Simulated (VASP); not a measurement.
Shape and ions are relaxed at each volume.

Energy against volume of Sc (hcp). All values below come from PBE GGA with D4 dispersion, VASP's PBE PAW potentials (set 64) (plane waves; VASP).

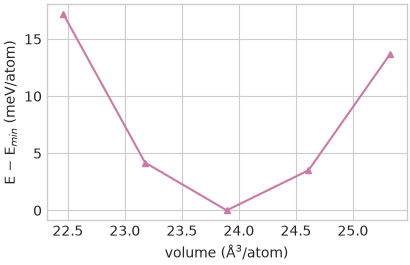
*Energy against volume*

### Question
Estimate the equilibrium volume and the bulk modulus.

### Answer
The minimum lies near 23.9 Å³/atom, and the curvature gives B0 of about 57 GPa.

The compound is Sc in the hcp structure. It was relaxed first.
